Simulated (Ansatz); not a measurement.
The relaxed structure here is a generated cell of Bi2Te3: the first start was made by placing the elements on the sites of a structure type, and the end was not matched to a known phase here, so it may be hypothetical. Known forms of Bi2Te3 include space group No. 166.

The end point of a relaxation of Bi₂Te₃. Calculation: PBEsol (plane waves to 420 eV, PAW, scalar-relativistic; Ansatz, an electronic-structure program).

P-3m1 (No. 164), hP5; a = b = 4.353 Å, c = 10.572 Å, α = β = 90.00°, γ = 120.00°.

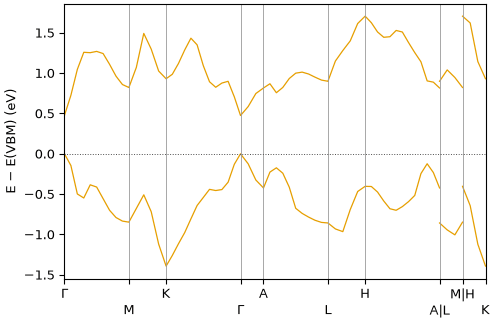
Figure: Highest filled and lowest empty band along the path of this cell's Brillouin zone

Task: Read off the gap and say whether it is direct.

Result: 0.47 eV, direct at Γ (no spin-orbit coupling).

Task: How far does the top valence band disperse along this path?

Result: About 1.4 eV.

No spin polarisation in the result. Spin-orbit coupling is missing; with elements this heavy it can move band edges by tenths of an eV or more.

The run could not lose the symmetry of its start: the end is stationary, and may be a saddle point rather than a minimum.
